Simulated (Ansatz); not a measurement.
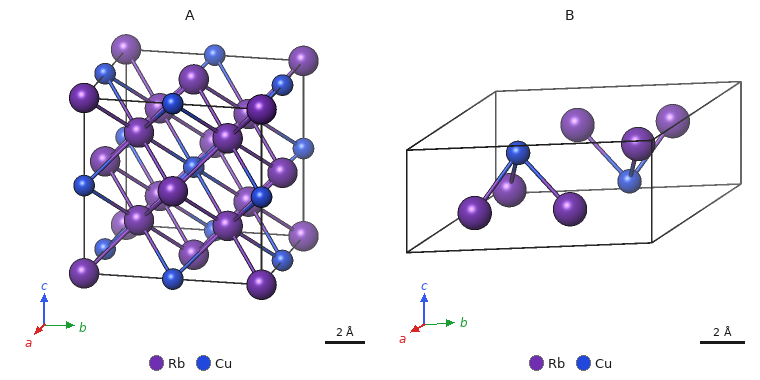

Two structures of Rb$_{3}$Cu, each relaxed to rest (conventional cells in solid outline, small ones repeated, not to one scale). Method: Ansatz, DFT PBE, scalar-relativistic, plane waves, PAW, without spin polarisation.

### Describe A and B.

A: D0₃ (BiF₃ or Fe₃Al type), Fm-3m. B: 8 atoms a cell on a primitive hexagonal lattice, P6_3/mmc.

### Compare their energies: which is lower?

B is lower, by 45 meV/atom at this level of theory (energies at zero smearing). Volumes: A 53.5, B 69.0 Å³/atom.

One or both may be structure types tried for this composition rather than known phases.
